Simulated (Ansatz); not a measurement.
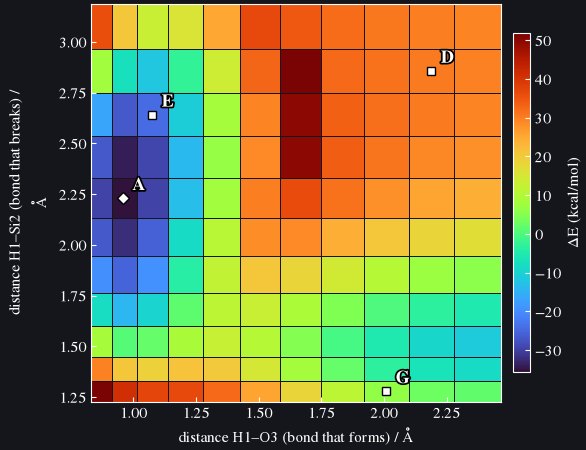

The reacting system H₃OSi (one molecule; an intramolecular 1,2-shift), spin multiplicity 2. 
- First axis: distance H1–O3 (bond that forms). Second axis: distance H1–Si2 (bond that breaks).
- Relaxed at each point: all other coordinates.
- The grid has 11 × 11 points.
- Points are written as (first, second).
- Energies: kcal/mol, counted from a guessed transition structure relaxed with its forming and breaking bonds held.
- Energies and slopes of some neighbouring points disagree (a jump in structure or state, or too coarse a mesh).
- Level of theory: Ansatz 0.2.0, UKS wB97X-V/def2-SVP.

The picture shows one coloured cell a grid point, lettered points.

### Is G the lowest point of the computed grid?

No. G lies 42 kcal/mol above the lowest grid point, which is at (0.957 Å, 2.229 Å).

### Rank the lettered points by energy, lowest first.

A (−36 kcal/mol), E (−24 kcal/mol), G (6 kcal/mol), D (30 kcal/mol).
